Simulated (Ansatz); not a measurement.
# How fast states decay through Li2CaF4, part 2 of 3

A new crystal, Li2CaF4: structure, gap and complex bands. It is built by putting Li for Cs in the Cs2CaF4 structure of space group I4/mmm, with the volume rescaled by atomic radii. The parent structure comes from the Materials Project.

Ansatz 0.2.0; r2SCAN DFT, plane waves, PAW files (the session's first sound run).

So far. Step 2 (Cell and atoms at rest): The largest force component on a free atom ends at 7.4e-5 eV/Å.

The structure was built from a prototype and need not be the compound's stable phase.

**3. The bulk crystal and its band edges**

The energy window and the wavevectors of the next steps follow from the band edges, so these are searched first, off the mesh as well.

File input.yaml:

```yaml
crystal:
  lattice:
    - [-2.1903833413, 2.1903833413, 5.5071700996]
    - [2.1903833413, -2.1903833413, 5.5071700996]
    - [2.1903833413, 2.1903833413, -5.5071700996]
  atoms:
    - { symbol: Li, position: [0.6481471472, 0.6481471472, 0.0] }
    - { symbol: Li, position: [0.3518528528, 0.3518528528, 0.0] }
    - { symbol: Ca, position: [0.0, 0.0, 0.0] }
    - { symbol: F, position: [0.0, 0.5, 0.5] }
    - { symbol: F, position: [0.5, 0.0, 0.5] }
    - { symbol: F, position: [0.8020060411, 0.8020060411, 0.0] }
    - { symbol: F, position: [0.1979939589, 0.1979939589, 0.0] }
kpoints:
  mp_grid: { grid: [10, 10, 10] }
  band_path: { path: [VBM, CBM], npoints: 30 }
scf:
  occupations: { method: fixed }
hamiltonian:
  xc: r2scan
output:
  eigenvalues: true
  write_potential: true
  write_density: true
  volumetric_format: npy
```

Command:

```
$ ansatz run input.yaml --threads 2 --pin off --max-ram 4096MiB --backend cpu --events-out ev --progress --plain --runs-dir out
```

Numbers of over 12 decimals in the logs are rounded to 6 here.

The program printed:

```text
[...]
Crystal: 7 atoms, lattice volume = 105.689 Å³
Basis set: ecut = 500 eV, 2677 PW (Γ), exchange–correlation on 192×192×192 points (64 copies of the dense FFT grid, shifted against one another)
Bands: 29, of which v1, the nominal top of the filled ones, is band 22 counted from 1 (21 counted from 0)
Symmetry: 16 space group operations
[...]
k-points: 102 of 1000
[...]
SCF iter   1: F=—  HF=-5481.947266 eV  |F-HF|=—  |Δ(HF+E_count)|=         —  Δρ=9.27e-3  dr2=8.65e-2  dr2_τ=1.35e-1  ethr=1.77e-3  ⟨swp⟩=5.6  Hψ=12688  notcnv=0  defer=466
[...]
SCF iter   7: F=-5482.098416 eV  HF=-5482.098416 eV  |F-HF|=1.79e-8  |Δ(HF+E_count)|=   5.46e-7  Δρ=5.98e-6  dr2=2.51e-8  dr2_τ=4.16e-9  ethr=2.27e-10  ⟨swp⟩=8.9  Hψ=15900  notcnv=0
SCF 1 converged in 7 iterations: F = -5482.098416 eV  dr2 = 2.51e-8
[...]
NSCF: frozen V_eff on 30 k-points
[...]
SCF converged after 7 iterations
Free energy (F): -5482.098416 eV
[...]
Internal energy: -5482.098416 eV  (E = F + TS)
E sigma→0 (E₀):  -5482.098416 eV
Fermi energy:    -0.820833 eV
[...]
--- Band table (eV; the first three rows and the last of 102) ---
  k-point 0: bands = [... 18 lower, -1.5837, -1.4976, -0.9017, -0.9017, 5.3252, 8.8344, 9.0368, 9.2402, ... 3 higher]
  k-point 1: bands = [... 18 lower, -1.5266, -1.4840, -0.9918, -0.9030, 5.5621, 8.8931, 9.1755, 9.2584, ... 3 higher]
  k-point 2: bands = [... 18 lower, -1.4575, -1.3005, -1.2144, -0.9040, 6.2008, 8.9681, 9.3037, 9.3783, ... 3 higher]
  k-point 101: bands = [... 18 lower, -1.4250, -1.4250, -1.0122, -1.0122, 6.1435, 7.3796, 8.8560, 8.9734, ... 3 higher]
```

Elapsed: 24 s, on 2 threads of Intel Xeon 6975P-C (Granite Rapids), shared host; peak memory 0.98 GiB; 46 s of CPU time.

In the SCF lines HF is the Harris–Foulkes energy and dr2 the Hartree energy of the density residual, in eV; the loop may stop once dr2 is under the threshold and the program's other checks hold. Hψ counts applications of the Hamiltonian.

This step gave:

```yaml
fermi_energy: -0.8208 eV
gap_on_the_k_mesh: 6.146 eV
gap_on_path: 6.146 eV, by band count; negative where bands overlap
direct_gap_on_path: 6.227 eV
edge_places_on_path: 0, 1.014 1/A along the path
```

The electronic bands at the labelled points (eV, zero at the Fermi level (highest filled level under fixed occupations); v1 is the highest filled band, c1 the lowest empty one):

| point | v4 | v3 | v2 | v1 | c1 |
| --- | --- | --- | --- | --- | --- |
| VBM | -0.79 | -0.56 | -0.08 | 0.00 | 9.37 |
| CBM | -0.76 | -0.68 | -0.08 | -0.08 | 6.15 |

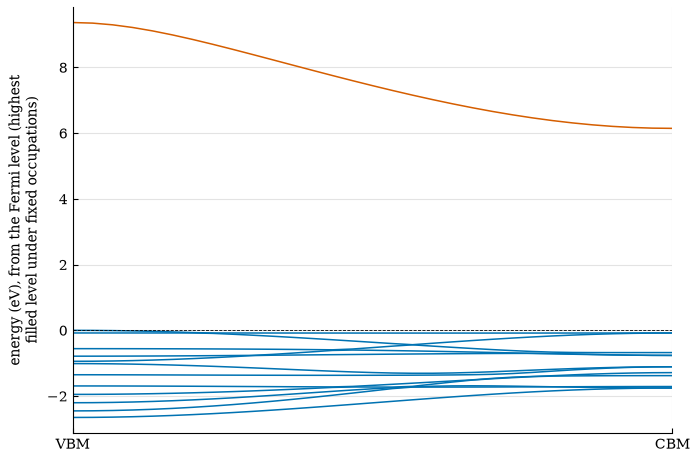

Electronic bands along the path; lines of filled and empty bands in two colours.

The searched edges give 6.15 eV, as on the mesh.

**4. Decaying states in the gap, plane (001), k-mesh 6×6×6**

This step: r2SCAN DFT, plane waves, PAW files; complex bands by layer matching along the plane's normal (Ansatz 0.2.0).

The same crystal is laid in a cell whose first two vectors span the (001) plane (indices of the standard conventional cell, whose axes can be ordered otherwise than in the bulk input). At fixed energy and wavevector in the plane the solver finds all kz, real and complex. A few wavevectors are listed, (0, 0), (-0.5, -0.5) and (0.5, 0) in units of the plane's reciprocal vectors; the slowest state needn't be among them.

File input.yaml:

```yaml
crystal:
  lattice:
    - [4.380766683, 0.0, 0.0]
    - [0.0, 4.380766683, 0.0]
    - [2.190383341, 2.190383341, 5.5071701]
  atoms:
    - { symbol: Li, position: [0.3518528528, 0.3518528528, 0.2962942944] }
    - { symbol: Li, position: [0.6481471472, 0.6481471472, 0.7037057056] }
    - { symbol: Ca, position: [0.0, 0.0, 0.0] }
    - { symbol: F, position: [0.5, 0.0, 0.0] }
    - { symbol: F, position: [0.0, 0.5, 0.0] }
    - { symbol: F, position: [0.1979939589, 0.1979939589, 0.6040120822] }
    - { symbol: F, position: [0.8020060411, 0.8020060411, 0.3959879178] }
kpoints:
  mp_grid: { grid: [6, 6, 6] }
scf:
  occupations: { method: fixed }
hamiltonian:
  xc: r2scan
output:
  eigenvalues: true
  transmission:
    leads: [[0, 0]]
    kpoints: [[0.0, 0.0], [-0.5, -0.5], [0.5, 0.0]]
    e_range: [-1.0, 7.15]
    de: 0.2
```

The program printed:

```text
[...]
Crystal: 7 atoms, lattice volume = 105.689 Å³
Basis set: ecut = 500 eV, 2677 PW (Γ), exchange–correlation on 128×128×192 points (64 copies of the dense FFT grid, shifted against one another)
Bands: 29, of which v1, the nominal top of the filled ones, is band 22 counted from 1 (21 counted from 0)
Symmetry: 16 space group operations
[...]
k-points: 30 of 216
[...]
SCF iter   1: F=—  HF=-5481.947185 eV  |F-HF|=—  |Δ(HF+E_count)|=         —  Δρ=9.30e-3  dr2=8.72e-2  dr2_τ=1.35e-1  ethr=1.77e-3  ⟨swp⟩=5.5  Hψ=3736  notcnv=0  defer=134
[...]
SCF iter   7: F=-5482.098393 eV  HF=-5482.098393 eV  |F-HF|=1.81e-8  |Δ(HF+E_count)|=   5.83e-7  Δρ=6.01e-6  dr2=2.54e-8  dr2_τ=4.10e-9  ethr=2.27e-10  ⟨swp⟩=8.9  Hψ=4740  notcnv=0
SCF 1 converged in 7 iterations: F = -5482.098393 eV  dr2 = 2.54e-8
[...]
transmission: 8 of 24 steps passed
transmission: 16 of 24 steps passed
transmission: 24 of 24 steps passed
SCF converged after 7 iterations
Free energy (F): -5482.098393 eV
[...]
Internal energy: -5482.098393 eV  (E = F + TS)
E sigma→0 (E₀):  -5482.098393 eV
Fermi energy:    -0.820832 eV
[...]
--- Band table (eV; the first three rows and the last of 30) ---
  k-point 0: bands = [... 18 lower, -1.5837, -1.4976, -0.9017, -0.9017, 5.3253, 8.8344, 9.0368, 9.2402, ... 3 higher]
  k-point 1: bands = [... 18 lower, -1.5477, -1.5274, -0.9247, -0.9247, 5.4728, 8.5576, 8.8398, 9.1686, ... 3 higher]
  k-point 2: bands = [... 18 lower, -1.4697, -1.4697, -0.9787, -0.9787, 5.8514, 7.8040, 8.8506, 9.0357, ... 3 higher]
  k-point 29: bands = [... 18 lower, -1.6079, -1.4691, -0.8734, -0.8352, 8.5473, 9.0692, 9.2985, 9.4952, ... 3 higher]
--- Transmission ---
  basis      : 193 plane waves across, 8 finite elements along
  points     : 3, as listed
  energies   : 41 from -1.000000 to 7.000000 eV about the Fermi level, 0.200000 eV apart; the leads are filled to 3.073043 eV, and channels, transmission and decay are at 3.000000 eV
  crystal 0  : Li2Ca1F4, at the sites [0, 0], period 5.5072 Å: whole cells are its period
    offset         : up to 0.0000 Å between an atom of the period and one for which it stands
    channels       : 0.000000e0 a spin
    conductance    : none, the energies end too early or step too widely for 300 K: set another output.transmission.e_range or a lower de, or, where they end at an eighth of basis.ecutwfc, a higher one
    slowest decay  : 0.6586 /Å at (0.0000, 0.0000)
```

Elapsed: 20 s, on 2 threads; peak memory 0.84 GiB; 39 s of CPU time.

This step gave:

```
level to which the leads are filled                       : 3.073 eV from the Fermi level
decay constant at the filling level, zone centre          : 0.6586 Å⁻¹
decay constant at the filling level, slowest listed point : 0.6586 Å⁻¹
```

K parallel (0, 0); values up to 1.5 1/Å, a degenerate pair printed once or twice; energies at which all values exceed this have no row. Table of Im kz of the slowest decaying states by energy, zero at the highest filled level on the SCF mesh:

| energy (eV) | decay 1 (Å⁻¹) | decay 2 (Å⁻¹) | decay 3 (Å⁻¹) | decay 4 (Å⁻¹) |
| --- | --- | --- | --- | --- |
| -1.00 | 0.376 | 0.380 | 0.829 | 0.872 |
| 0.00 | 0.328 | 0.527 | 0.700 | 0.982 |
| 1.00 | 0.644 | 0.817 | 0.886 | 0.987 |
| 2.00 | 0.675 | 0.874 | 1.00 | 1.03 |
| 3.00 | 0.659 | 0.904 | 0.997 | 1.06 |
| 4.00 | 0.597 | 0.918 | 0.977 | 1.02 |
| 5.00 | 0.473 | 0.920 | 0.941 | 0.981 |
| 6.00 | 0.183 | 0.888 | 0.914 | 0.946 |
| 7.00 | 0.0555 | 0.813 | 0.898 | 0.914 |

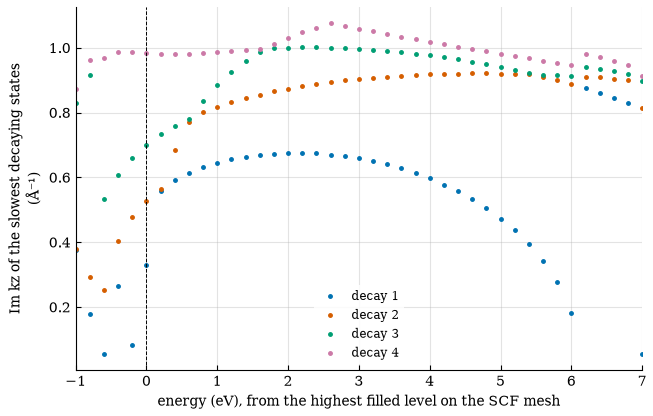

Im kz of the slowest decaying states against energy.

K parallel (-0.5, -0.5); values up to 1.5 1/Å, a degenerate pair printed once or twice; energies at which all values exceed this have no row. The Im kz of the slowest decaying states by energy, zero at the highest filled level on the SCF mesh:

| energy (eV) | decay 1 (Å⁻¹) | decay 2 (Å⁻¹) | decay 3 (Å⁻¹) | decay 4 (Å⁻¹) |
| --- | --- | --- | --- | --- |
| -1.00 | 0.121 | 0.587 | 1.27 | 1.33 |
| 0.00 | 0.0397 | 0.806 | 0.906 | 1.41 |
| 1.00 | 0.891 | 0.911 | 1.40 | - |
| 2.00 | 0.957 | 0.967 | 1.36 | - |
| 3.00 | 0.975 | 1.01 | 1.30 | - |
| 4.00 | 0.966 | 1.06 | 1.21 | - |
| 5.00 | 0.937 | 1.11 | - | - |
| 6.00 | 0.891 | 1.07 | - | - |
| 7.00 | 0.824 | 0.943 | 1.10 | - |

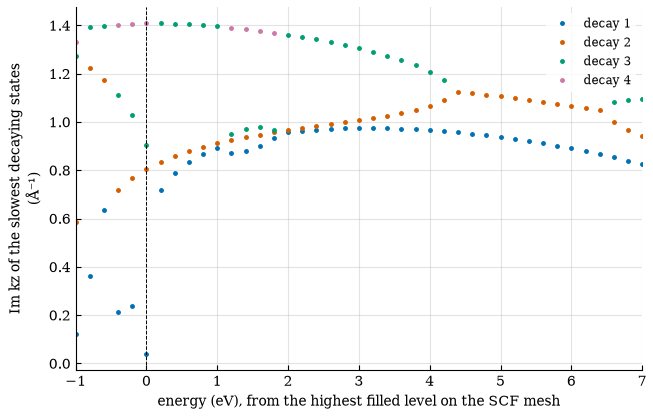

Im kz of the slowest decaying states, plotted against energy.

K parallel (0.5, 0); values up to 1.5 1/Å, a degenerate pair printed once or twice; energies at which all values exceed this have no row. The Im kz of the slowest decaying states by energy, zero at the highest filled level on the SCF mesh:

| energy (eV) | decay 1 (Å⁻¹) | decay 2 (Å⁻¹) | decay 3 (Å⁻¹) | decay 4 (Å⁻¹) |
| --- | --- | --- | --- | --- |
| -1.000 | 0.198 | 0.669 | 0.928 | 1.39 |
| -0.600 | 0.151 | 0.518 | 0.920 | 1.45 |
| 0.000 | 0.483 | 0.687 | 0.931 | 1.47 |
| 0.400 | 0.741 | 0.818 | 0.982 | 1.44 |
| 1.000 | 0.890 | 0.910 | 0.917 | - |
| 1.400 | 0.902 | 0.907 | 0.956 | - |
| 2.000 | 0.911 | 0.920 | 0.996 | - |
| 2.400 | 0.915 | 0.926 | 1.01 | - |
| 3.000 | 0.918 | 0.930 | 1.03 | 1.47 |
| 3.400 | 0.916 | 0.932 | 1.04 | 1.44 |
| 4.000 | 0.910 | 0.930 | 1.04 | 1.40 |
| 4.400 | 0.903 | 0.926 | 1.04 | 1.38 |
| 5.000 | 0.893 | 0.915 | 1.04 | 1.33 |
| 5.400 | 0.888 | 0.901 | 1.04 | 1.30 |
| 6.000 | 0.860 | 0.887 | 1.03 | 1.26 |
| 6.400 | 0.808 | 0.896 | 1.03 | 1.24 |
| 7.000 | 0.688 | 0.912 | 1.05 | 1.24 |

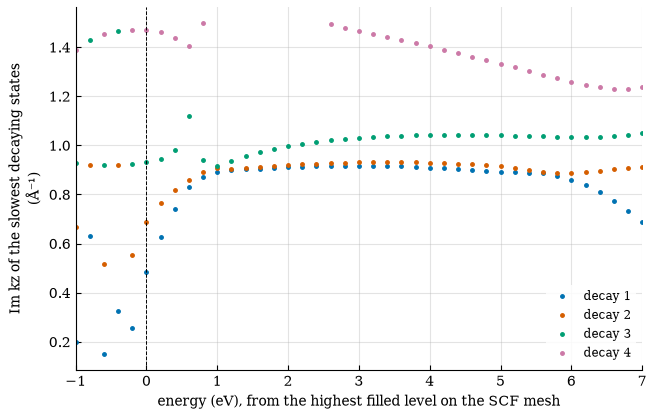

Im kz of the slowest decaying states, plotted against energy.

At the listed wavevectors the last open channel is at -0.40 eV and the next at +6.20 eV on the grid, wider than the gap, since narrow bands can fall between grid energies. At +3.00 eV, the grid energy nearest the filling level (the middle of the gap on the SCF mesh), the slowest state at the listed wavevectors decays with κ = 0.659 Å⁻¹, its amplitude falling by e over 1.5 Å. Through 1 nm of this crystal that state's transmission falls by exp(−2 × 0.659 Å⁻¹ × 10 Å) = 1.9e-6.

**5. Complex bands, plane (110), k-mesh 8×8×8**

The same for the (110) plane, at (0, 0) and (0, -0.5), to see how the decay depends on direction.

File input.yaml:

```yaml
crystal:
  lattice:
    - [6.195339656, 0.0, 0.0]
    - [3.097669828, 5.5071701, 0.0]
    - [3.097669828, 0.0, 3.097669828]
  atoms:
    - { symbol: Li, position: [0.3518528528, 0.2962942944, 0.0] }
    - { symbol: Li, position: [0.6481471472, 0.7037057056, 0.0] }
    - { symbol: Ca, position: [0.0, 0.0, 0.0] }
    - { symbol: F, position: [0.5, 0.0, 0.5] }
    - { symbol: F, position: [0.0, 0.0, 0.5] }
    - { symbol: F, position: [0.1979939589, 0.6040120822, 0.0] }
    - { symbol: F, position: [0.8020060411, 0.3959879178, 0.0] }
kpoints:
  mp_grid: { grid: [8, 8, 8] }
scf:
  occupations: { method: fixed }
hamiltonian:
  xc: r2scan
output:
  eigenvalues: true
  transmission:
    leads: [[0, 0]]
    kpoints: [[0.0, 0.0], [0.0, -0.5]]
    e_range: [-1.0, 7.15]
    de: 0.2
```

The program printed:

```text
[...]
Crystal: 7 atoms, lattice volume = 105.689 Å³
Basis set: ecut = 500 eV, 2677 PW (Γ), exchange–correlation on 192×192×128 points (64 copies of the dense FFT grid, shifted against one another)
Bands: 29, of which v1, the nominal top of the filled ones, is band 22 counted from 1 (21 counted from 0)
Symmetry: 16 space group operations
[...]
k-points: 59 of 512
[...]
SCF iter   1: F=—  HF=-5481.947329 eV  |F-HF|=—  |Δ(HF+E_count)|=         —  Δρ=9.28e-3  dr2=8.67e-2  dr2_τ=1.35e-1  ethr=1.77e-3  ⟨swp⟩=5.7  Hψ=7335  notcnv=0  defer=268
[...]
SCF iter   7: F=-5482.098406 eV  HF=-5482.098406 eV  |F-HF|=1.83e-8  |Δ(HF+E_count)|=   6.36e-7  Δρ=5.83e-6  dr2=2.42e-8  dr2_τ=3.97e-9  ethr=2.27e-10  ⟨swp⟩=9.0  Hψ=9244  notcnv=0
SCF 1 converged in 7 iterations: F = -5482.098406 eV  dr2 = 2.42e-8
[...]
transmission: 5 of 10 steps passed
transmission: 10 of 10 steps passed
SCF converged after 7 iterations
Free energy (F): -5482.098406 eV
[...]
Internal energy: -5482.098406 eV  (E = F + TS)
E sigma→0 (E₀):  -5482.098406 eV
Fermi energy:    -0.820829 eV
[...]
--- Band table (eV; the first three rows and the last of 59) ---
  k-point 0: bands = [... 18 lower, -1.5837, -1.4976, -0.9017, -0.9017, 5.3252, 8.8344, 9.0368, 9.2402, ... 3 higher]
  k-point 1: bands = [... 18 lower, -1.5144, -1.4517, -1.0386, -0.9035, 5.6895, 8.9147, 9.2601, 9.2678, ... 3 higher]
  k-point 2: bands = [... 18 lower, -1.4282, -1.3456, -1.1843, -0.9036, 6.6247, 8.9912, 9.3325, 9.4269, ... 3 higher]
  k-point 58: bands = [... 18 lower, -1.3103, -1.2884, -1.1653, -1.0875, 7.5219, 8.2743, 8.8706, 9.1866, ... 3 higher]
--- Transmission ---
  basis      : 359 plane waves across, 5 finite elements along
  points     : 2, as listed
[...]
crystal 0  : Li2Ca1F4, at the sites [0, 0], period 3.0977 Å: whole cells are its period
[...]
channels       : 0.000000e0 a spin
[...]
slowest decay  : 0.5566 /Å at (0.0000, 0.0000)
```

It took 60 s on 2 threads; peak memory 1.3 GiB; 2 min of CPU time.

This step gave:

* decay constant at the filling level, zone centre: 0.5566 Å⁻¹
* decay constant at the filling level, slowest listed point: 0.5566 Å⁻¹

K parallel (0, 0); values up to 1.5 1/Å, a degenerate pair printed once or twice; energies at which all values exceed this have no row. Table of Im kz of the slowest decaying states by energy, zero at the highest filled level on the SCF mesh:

| energy (eV) | decay 1 (Å⁻¹) | decay 2 (Å⁻¹) | decay 3 (Å⁻¹) | decay 4 (Å⁻¹) |
| --- | --- | --- | --- | --- |
| -1.00 | 0.0886 | 0.161 | 0.172 | 0.220 |
| 0.00 | 0.0234 | 0.184 | 0.478 | 0.491 |
| 1.00 | 0.506 | 0.634 | 0.657 | 0.687 |
| 2.00 | 0.560 | 0.735 | 0.762 | 0.830 |
| 3.00 | 0.557 | 0.785 | 0.805 | 0.859 |
| 4.00 | 0.509 | 0.801 | 0.825 | 0.865 |
| 5.00 | 0.405 | 0.793 | 0.828 | 0.853 |
| 6.00 | 0.155 | 0.765 | 0.816 | 0.822 |
| 7.00 | 0.718 | 0.769 | 0.780 | 0.789 |

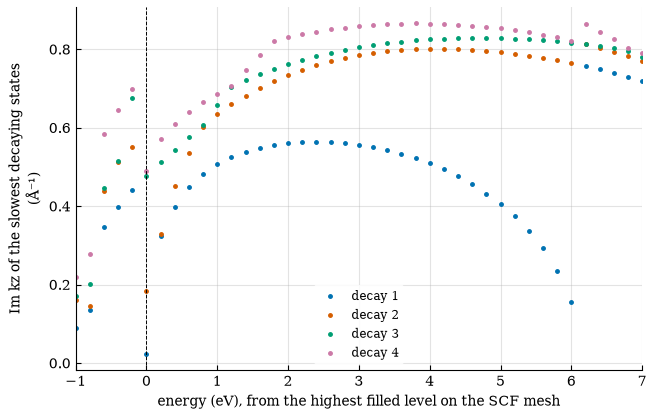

Im kz of the slowest decaying states, plotted against energy.

K parallel (0, -0.5); values up to 1.5 1/Å, a degenerate pair printed once or twice; energies at which all values exceed this have no row. Table of Im kz of the slowest decaying states by energy, zero at the highest filled level on the SCF mesh:

| energy (eV) | decay 1 (Å⁻¹) | decay 2 (Å⁻¹) | decay 3 (Å⁻¹) | decay 4 (Å⁻¹) |
| --- | --- | --- | --- | --- |
| -1.00 | 0.0614 | 0.176 | 0.234 | 0.402 |
| 0.00 | 0.0392 | 0.249 | 0.457 | 0.535 |
| 1.00 | 0.558 | 0.684 | 0.776 | 0.788 |
| 2.00 | 0.600 | 0.759 | 0.840 | 0.858 |
| 3.00 | 0.607 | 0.802 | 0.870 | 0.903 |
| 4.00 | 0.583 | 0.822 | 0.879 | 0.897 |
| 5.00 | 0.521 | 0.825 | 0.863 | 0.870 |
| 6.00 | 0.398 | 0.743 | 0.813 | 0.841 |
| 7.00 | 0.542 | 0.776 | 0.786 | 0.789 |

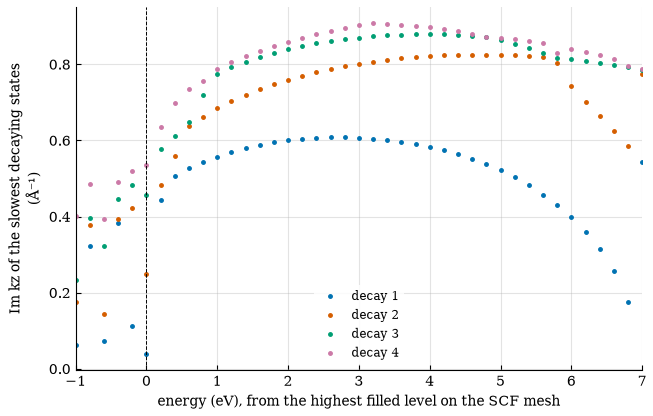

Im kz of the slowest decaying states against energy.

At the listed wavevectors the last open channel is at -0.20 eV and the next at +6.20 eV on the grid. At +3.00 eV, the grid energy nearest the filling level (the middle of the gap on the SCF mesh), the slowest state at the listed wavevectors decays with κ = 0.557 Å⁻¹, its amplitude falling by e over 1.8 Å; the first such run, plane (001), gave 0.659 Å⁻¹.

(Continued in part 3 of 3.)

[Logs are printed without paths, hosts, clocks, repeated set-up lines and the standing remarks that a program may print on its own settings, such as how far it seeks lower states.]

[Hosts, paths, dates, database ids (printed as entryN), source tags and the programs' standing remarks are cut or masked in the printed files.]

[New means built here by substitution; the compound itself may be known and measured.]
